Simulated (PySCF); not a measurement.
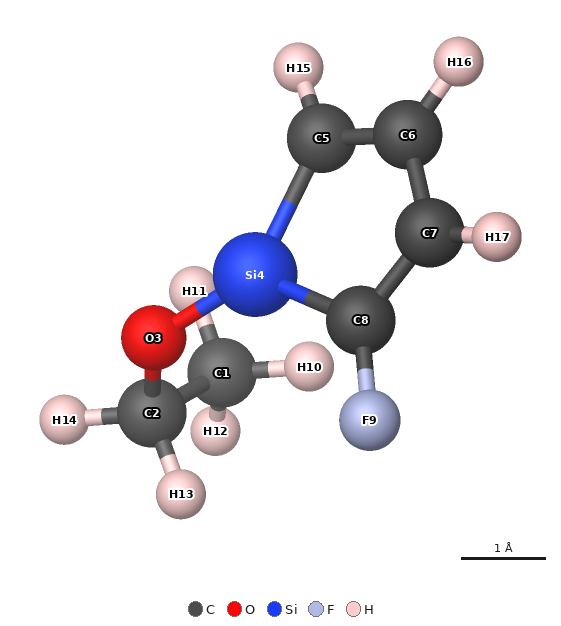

The structure (ball-and-stick view, seen at an oblique angle; atoms are numbered from 1 in the order of the input). Bond lengths as drawn: C–C 1.37 to 1.52 Å, C–F 1.36 Å, C–H 1.07 to 1.10 Å, C–O 1.41 Å, C–Si 1.83 to 1.85 Å and O–Si 1.61 Å.

C6H8FOSi: EPR calculation

C6H8FOSi, multiplicity 2, computed with UKS B3LYP, pcH-1 on C F H O Si, non-relativistic, mean-field spin-orbit, GIAO (PySCF 2.14.0).

It belongs to a series of runs on one base structure; here: H removed from Si.

Input
```
{"job": {"kind": "epr", "basis": "pcH-1"}, "charge": 0, "multiplicity": 2}
C      2.507787     0.017771     0.711217
C      2.305507    -0.152997    -0.782786
O      1.088772     0.403857    -1.226279
Si    -0.403938     0.291036    -0.644419
C     -1.437945     1.283469     0.491434
C     -2.640620     0.632388     0.618288
C     -2.783440    -0.623072    -0.037072
C     -1.683336    -1.035579    -0.734030
F     -1.647350    -2.207104    -1.421329
H      1.725694    -0.508314     1.255824
H      2.465797     1.071237     0.976862
H      3.474131    -0.384308     1.002821
H      2.326228    -1.214418    -1.052813
H      3.089056     0.367849    -1.341607
H     -1.251591     2.243178     0.937434
H     -3.453784     1.029435     1.203743
H     -3.687966    -1.202399     0.032802
```

The first line tells a small driver script what to run in PySCF; the rest is the geometry in Å.

Command:
```bash
OMP_NUM_THREADS=1 python <driver script> task.json out
```

Log
```
UKS, coarse grid
  cycle   1  E = -697.81617875  |g| = 6.54e-01
  cycle   2  E = -697.55649145  |g| = 1.04e+00
  cycle   3  E = -697.97362494  |g| = 1.46e-01
  cycle   4  E = -697.98271841  |g| = 5.26e-02
  cycle   5  E = -697.98398865  |g| = 1.30e-02
  cycle   6  E = -697.98405926  |g| = 6.80e-03
  cycle   7  E = -697.98408626  |g| = 2.31e-03
  cycle   8  E = -697.98409219  |g| = 1.46e-03
  cycle   9  E = -697.98409357  |g| = 5.49e-04
UKS, final grid
  cycle   1  E = -697.98413956  |g| = 7.34e-04
  cycle   2  E = -697.98413926  |g| = 1.16e-03
  cycle   3  E = -697.98413983  |g| = 1.43e-04
  cycle   4  E = -697.98413984  |g| = 5.51e-05
  cycle   5  E = -697.98413985  |g| = 5.56e-05
  cycle   6  E = -697.98413985  |g| = 1.44e-05
E = -697.98413985 Eh   <S^2> = 0.7569 (exact 0.7500)
g shifts (ppm)      1          2          3
  rmc          -150       -150       -150
  gc              7         37         23
  oz_so         -61        633       1221
  total        -204        519       1094
hyperfine (MHz)  atom isotope    a_iso     a_fc   dipolar eigenvalues
    0   13C       0.77       0.77     -1.04     -0.07      1.11
    1   13C      21.94      21.94     -2.03     -1.64      3.66
    2   17O     -40.31     -40.29    -10.91      5.26      5.66
    3  29Si    -146.03    -146.90   -130.09     63.69     66.40
    4   13C     -19.86     -19.83     -7.33      3.01      4.32
    5   13C      17.01      17.04    -22.19    -20.90     43.09
    6   13C      -3.45      -3.47     -9.94     -9.53     19.47
    7   13C      -9.15      -9.12    -10.00     -6.46     16.46
    8   19F      13.87      14.03    -40.91    -34.24     75.15
    9    1H       0.22       0.22     -2.79     -1.40      4.19
   10    1H      -0.14      -0.14     -1.11     -0.94      2.05
   11    1H      -1.01      -1.01     -1.06     -0.58      1.64
   12    1H      -1.08      -1.09     -1.76     -1.14      2.90
   13    1H      -1.75      -1.75     -1.77     -1.30      3.07
   14    1H       0.87       0.88     -1.76     -0.53      2.28
   15    1H     -19.96     -19.97    -11.42     -1.28     12.69
   16    1H      -9.63      -9.65     -6.01     -1.94      7.95
```

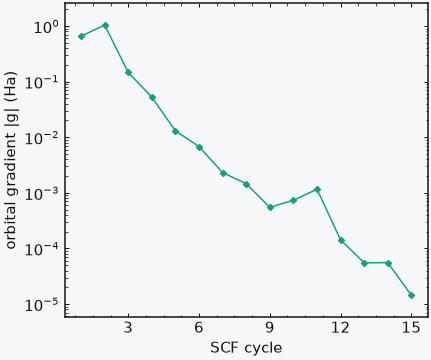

Convergence of the self-consistent field: orbital gradient |g| against the SCF cycle. All cycles printed in the log are drawn one after another.

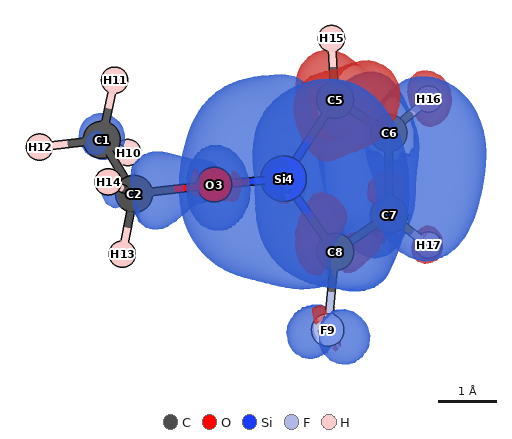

Isosurfaces of the spin density at +0.004 (blue) and −0.004 e/Å³ (red), seen at a tilt. The unpaired spin (1 electron) lies mostly on Si4 (about 0.5), C6 (about 0.2), C7 (about 0.1) and C8 (about 0.1), in electrons by Hirshfeld's partition.

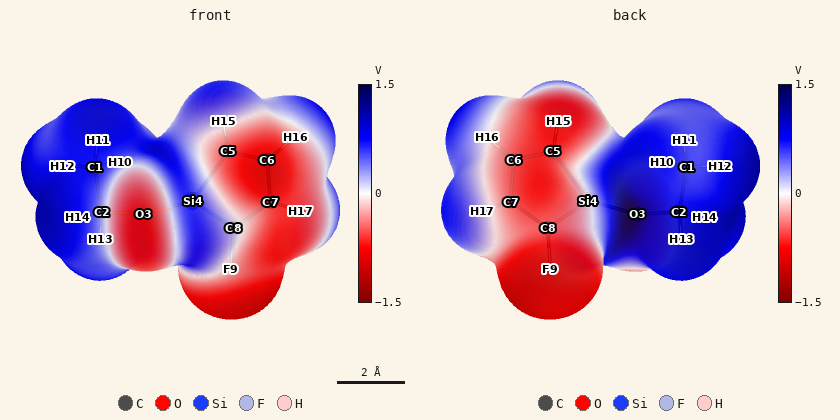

The electrostatic potential painted on the density surface at 0.002 e/bohr³, seen at a tilt and from behind; the colour scale runs from red (negative) to blue (positive). A positive charge is drawn to the negative regions and a negative charge to the positive ones.

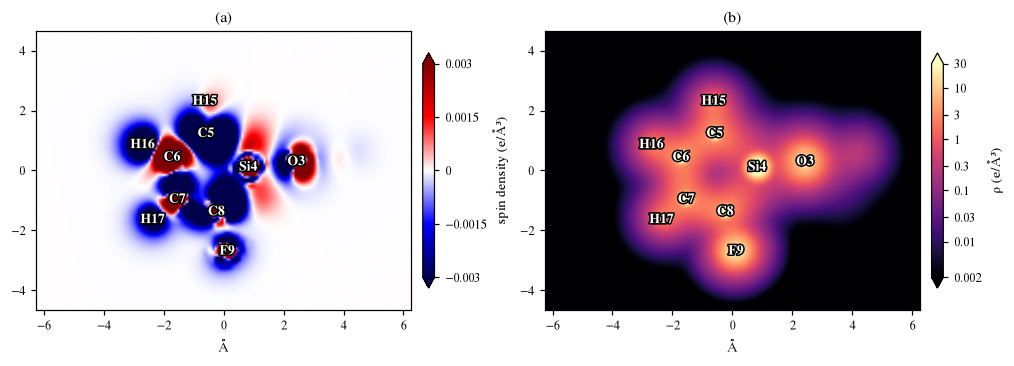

(a) spin density; (b) total electron density on the plane of atoms C6, C7 and H17. The section cuts through O, Si, C, F and H sites. C–F (1.36 Å): ρ at the midpoint is about 2.2 e/Å³, with its minimum of 1.7 e/Å³ about 0.5 Å from C. C–C (1.37 Å): ρ at the midpoint is about 2.2 e/Å³. C–Si (1.83 Å): ρ at the midpoint is about 0.98 e/Å³. C–H (1.07 Å): ρ is about 2 e/Å³ halfway. The unpaired spin (1 electron) lies mostly on Si4 (about 0.5), C6 (about 0.2), C7 (about 0.1) and C8 (about 0.1), in electrons by Hirshfeld's partition.

Summary

```json
{"quantity": "outcome", "value": "converged"}
{"quantity": "total energy", "value": "−697.984140 hartree"}
{"quantity": "⟨S²⟩", "value": "0.757"}
{"quantity": "isotropic g", "value": "2.0028"}
{"quantity": "hardware", "value": "1 CPU thread, shared host"}
{"quantity": "wall time", "value": "2.3 min"}
{"quantity": "peak memory", "value": "1.1 GiB"}
```
